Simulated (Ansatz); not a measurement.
**H3Si···H2 (doublet): density, localisation and related maps**

Input

```
crystal:
  periodic: [false, false, false]
  atoms:
    - { symbol: Si, position_ang: [0.0, 0.0, 0.0] }
    - { symbol: H, position_ang: [0.0, 0.0, 1.71] }
    - { symbol: H, position_ang: [1.3768, 0.0, -0.4862] }
    - { symbol: H, position_ang: [-0.6877, 1.1914, -0.4862] }
    - { symbol: H, position_ang: [-0.6877, -1.1914, -0.4862] }
    - { symbol: H, position_ang: [0.0, 0.0, 2.67] }
magnetization:
  spin_polarized: true
  initial_magnetization: 1
basis:
  gaussian: { orbitals: def2-SVP }
hamiltonian:
  xc: pbe0
relax:
  f_tol: 0.15
  max_steps: 25
  restrain:
    - { distance: [1, 5], at: 0.66, k: 30.0 }
    - { distance: [0, 1], at: 2.66, k: 30.0 }
output:
  orbitals: {}
```

Command:

```sh
ansatz run input.yaml --threads 1 --pin off --max-ram 2048MiB --backend cpu --events-out ev --progress --plain --runs-dir out
```

The fields are those of the run's last geometry, not of the input's.

Not at a stationary point (largest force 1.9 eV/Å).

The calculation used UKS PBE0/def2-SVP in Ansatz.

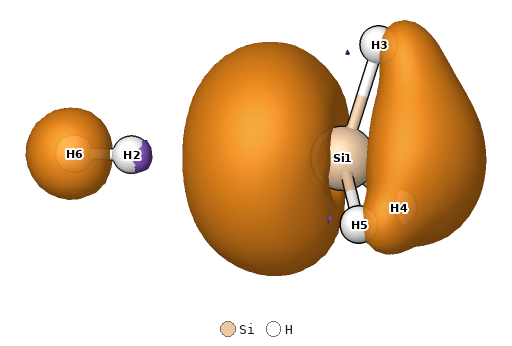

Figure 1. Isosurfaces of the spin density (α minus β) at +0.015 (orange) and −0.015 e/Å³ (purple), seen at a tilt.

Question: Describe the spin distribution.

Answer: The unpaired spin (1 electron) lies mostly on Si1 (about 0.8), in electrons by Hirshfeld's partition.

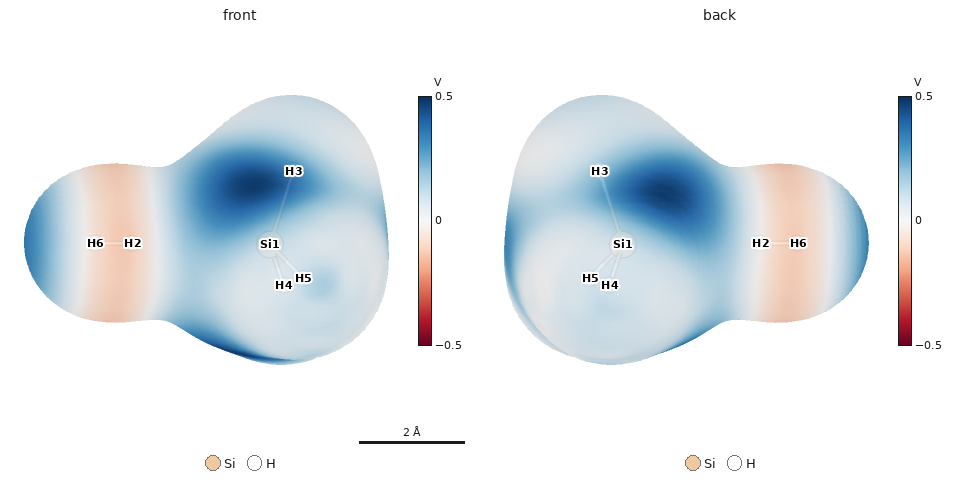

Figure 2. The molecular electrostatic potential painted on the density surface at 0.001 e/bohr³, seen from the front and from behind; the colour scale runs from red (negative) to blue (positive).

Question: Where is the surface potential most negative and most positive?

Answer: The most negative region (about −0.1 V) lies over H2 and H6, the most positive (about +0.5 V) over Si1.

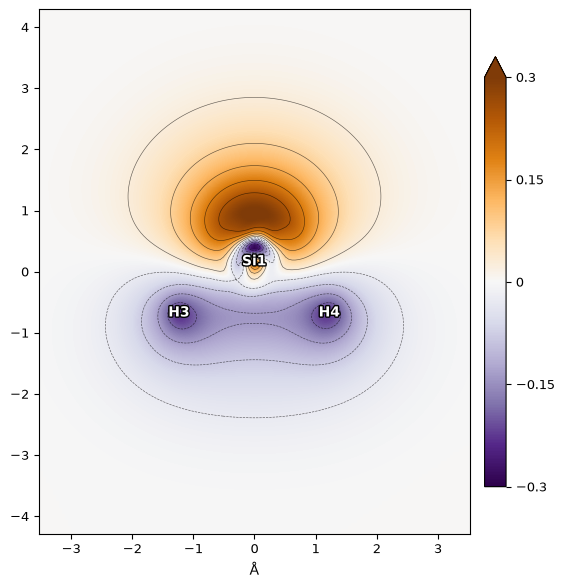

Figure 3. The HOMO (α) on the plane of atoms H3, Si1 and H4 (values in Å⁻³ᐟ²; the overall sign is arbitrary).

Question: Describe this orbital and give its energy.

Answer: It lies mainly on Si1 (about 75 %). Its energy is −6.30 eV.
